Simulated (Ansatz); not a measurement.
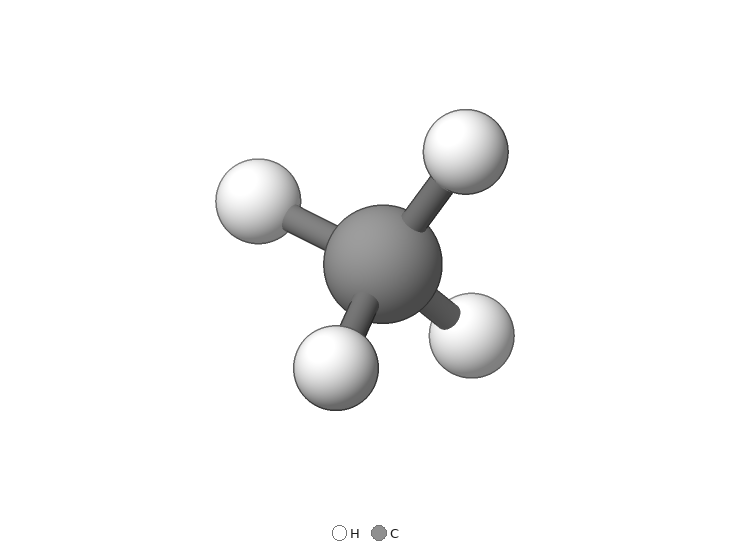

Ball-and-stick drawing of a structure.

Identify the structure.

Formula CH4. This geometry has Td symmetry. Coordination: 1 C tetrahedral.

More results for the same structure follow; atom numbers are the same in all pictures, views and colours differ. The computed structure is the end point of a PBE0-D4/def2-TZVP optimisation.

### Geometry

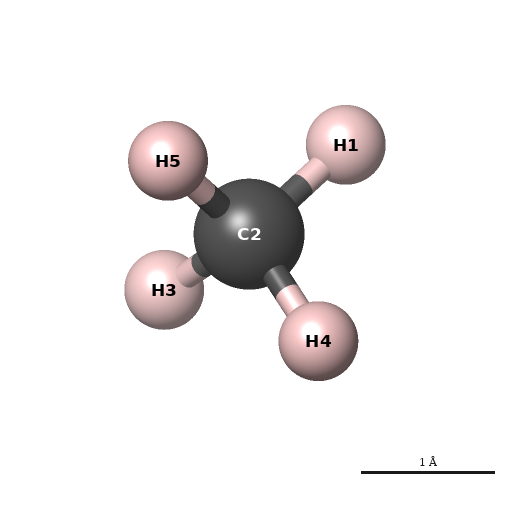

The atoms are numbered.

Estimate the angles H1–C2–H3.

| angle | degrees |
| --- | --- |
| H1–C2–H3 | 109.5 |

### Charges

The questions are on Mulliken charges. Properties computed with RKS PBE0-D4/def2-TZVP (Ansatz 0.2.0).

Give the Mulliken charges atom by atom.

```
atom  value (e)
  H1       0.13
  C2      −0.53
  H3       0.13
  H4       0.13
  H5       0.13
```

### Vibrations

Harmonic vibrations computed with RKS PBE0-D4/def2-TZVP (Ansatz 0.2.0) at a stationary point of the same level.

> How many vibrational modes are there, and where do they lie?

9 modes: 1326, 1326, 1326, 1551, 1551, 3047, 3168, 3168, 3168 cm⁻¹.

### Electronic properties

Properties computed with RKS PBE0-D4/def2-TZVPP (Ansatz 0.2.0).

What does the calculation give?

- HOMO energy (Kohn–Sham orbital): −10.98 eV
- LUMO energy (Kohn–Sham orbital): 1.70 eV
- HOMO–LUMO gap: 12.68 eV

### Thermal motion

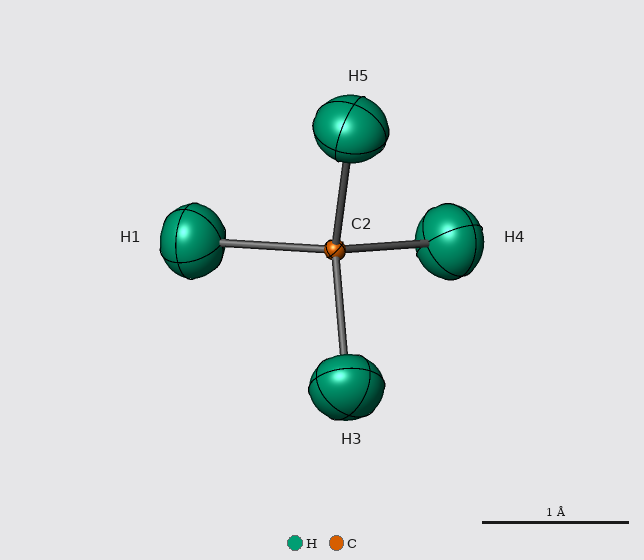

Displacement ellipsoids at the 50 % level, enlarged 2 times, from the internal vibrations of the free molecule (harmonic, no overall translation or rotation; no half-axis is drawn under 0.075 Å). Vibrations computed with RKS PBE0-D4/def2-TZVP (Ansatz 0.2.0). Temperature: 600 K.

> Which atom moves most?

H1, H3, H4, H5, with U_eq = 0.0064 Å².

List U_eq and the three principal root-mean-square amplitudes for each kind of atom.

| atom | U_eq (Å²) | rms amplitudes (Å) |
| --- | --- | --- |
| H1, H3, H4, H5 | 0.0064 | 0.071, 0.084, 0.084 |
| C2 | 0.00022 | 0.015, 0.015, 0.015 |

Mulliken values depend strongly on the basis set and can even reverse the polarity of a bond.
